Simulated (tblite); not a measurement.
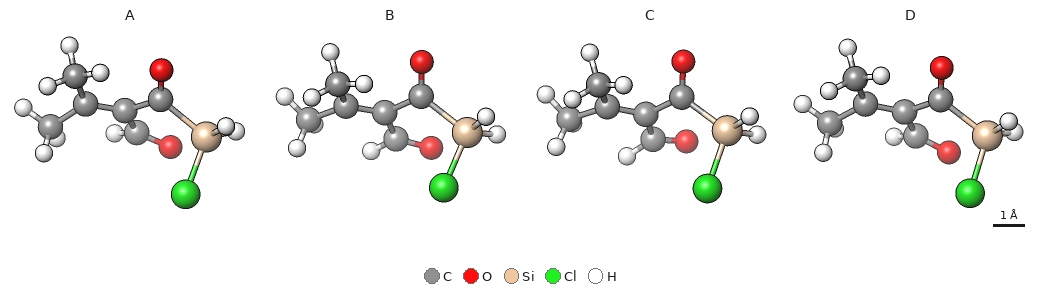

4 geometries from one relaxation of C6H9ClO2Si, in shuffled order. A ball-and-stick model, seen from a free direction.

All numbers below come from GFN2-xTB geometry optimisation, gas phase in tblite. 

> Put them in the order of the run, from the start to the converged end.

C, B, D, A. They are steps 0, 23, 53, 140, at +37.5 kJ/mol, +9.03 kJ/mol, +1.75 kJ/mol relative to the last. After 140 geometry steps the energy has fallen by 37.5 kJ/mol. The largest move after the best rigid fit is that of an H atom, 0.85 Å. By element the largest moves are H 0.85 Å, O 0.60 Å, Cl 0.49 Å, C 0.34 Å, Si 0.34 Å. Near-neighbour distances that change, for instance: O–Si 3.204 → 2.459 Å, C–Si 1.893 → 1.939 Å, Cl–Si 2.059 → 2.020 Å, C–C 1.477 → 1.441 Å. Among the angles between lasting bonds that change: C–Si–H 112.2° → 99.7°, Cl–Si–H 107.7° → 117.0°, C–C–C 118.9° → 112.0°. Groups turn about C–C by about 30°, C–C by about 20°.
